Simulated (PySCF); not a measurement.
SMILES CCCCB(F)F, singlet at its GFN2-xTB optimised geometry (Å):

```
16

B      1.4296    -1.4548     0.0000
F      0.9047    -2.6636    -0.0056
F      2.7500    -1.4548     0.0000
C      0.5852    -0.1245     0.0000
C     -0.9307    -0.3272     0.1168
C     -1.7074     0.9882     0.1837
C     -1.6577     1.7823    -1.1165
H      0.9272     0.5207     0.8145
H      0.8082     0.4277    -0.9169
H     -1.2817    -0.9120    -0.7353
H     -1.1391    -0.9069     1.0182
H     -2.7500     0.7610     0.4167
H     -1.3133     1.5995     0.9986
H     -2.0120     1.1748    -1.9463
H     -0.6464     2.1133    -1.3380
H     -2.2907     2.6636    -1.0431
```

Calculation: CAM-B3LYP/def2-TZVP run with PySCF 2.14.0. Cells within 0.4 Å of a nucleus heavier than hydrogen are left out (blank, or x).

Map of the deformation density (molecule minus spherical neutral atoms) (e/bohr³) on the plane z = 0.0 Å:

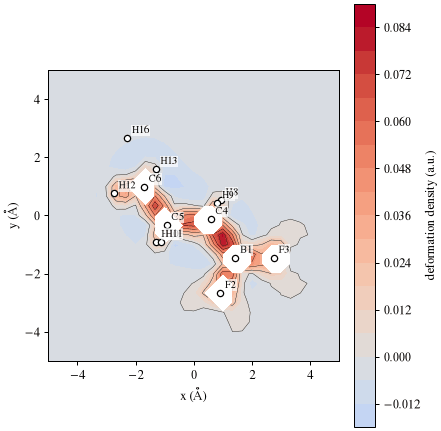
Fig. 1. Deformation density (molecule minus spherical neutral atoms) (e/bohr³) on the plane z = 0.0 Å.
